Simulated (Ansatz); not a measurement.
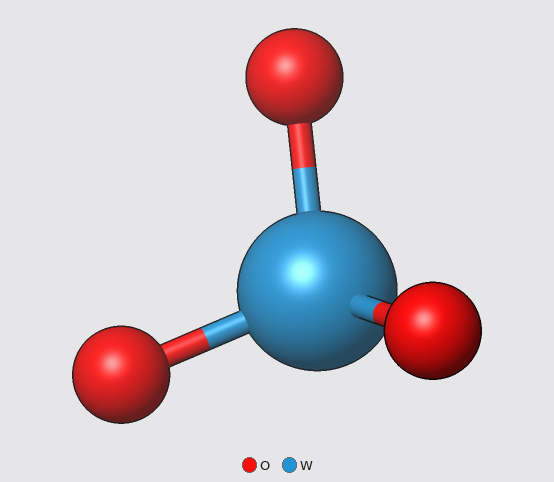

A molecule with one transition-metal atom. Charge 0, singlet. Computed geometry: PBE0-D4/def2-TZVP optimisation. No frequency run is at hand to confirm it as a minimum.

Describe the coordination sphere.

Answer. W binds 3 atoms: 3 O at 1.72 Å. The arrangement is trigonal pyramidal.

Give the formal oxidation state and the d-electron count.

Answer. W(VI), d⁰, counting the ligands as closed-shell ions or neutral donors.
